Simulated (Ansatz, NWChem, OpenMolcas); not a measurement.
# Abstraction of H: HNC + AlHBr → CN + AlH2Br

Gas-phase species: HNC (hydrogen isocyanide) `[C-]#[NH+]`, singlet; AlHBr `[AlH][Br]`, doublet; CN, doublet; AlH2Br `[AlH2][Br]`, singlet. A radical takes H: the energy is the difference in strength between the N–H bond broken and the Al–H bond made.

Shapes, held fixed at every level: PBE0-D4/def2-TZVP. Programs: Ansatz 0.2.0, NWChem 7.3.0, OpenMolcas 26.06. A level may come from different programs for different species; with the same settings they agree closely. The zero-point and thermal change to 298 K, harmonic and unscaled (PBE0-D4/def2-TZVP), is -8.3 kJ/mol.

```
                             level           kind  ΔH(298 K) (kJ/mol)
                  SPW92/def2-TZVPP            LDA              +153.5
                 PBE-D4/def2-TZVPP            GGA              +132.1
              r2SCAN-D4/def2-TZVPP       meta-GGA              +129.4
B3LYP/6-31G* (spherical functions)  global hybrid              +121.7
                PBE0-D4/def2-TZVPP  global hybrid              +146.7
             r2SCAN0-D4/def2-TZVPP  global hybrid              +142.4
                 B2PLYP/def2-TZVPP  double hybrid              +127.8
```

B2PLYP/def2-TZVPP gives ΔH(298 K) = +127.8 kJ/mol; the levels span +121.7 to +153.5. The median of the levels is +132.1. No measured value is set beside it here. Spin contamination: CN (⟨S²⟩ up to 1.11). Open shells run unrestricted. Relativity is left out for Br. Outer-core shells of Br are correlated, in sets that cover them unevenly.

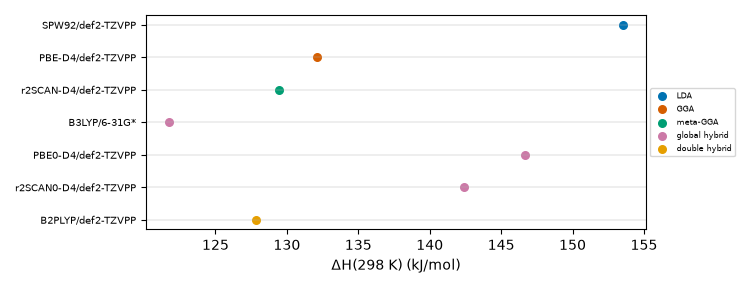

The values of the table, level by level.
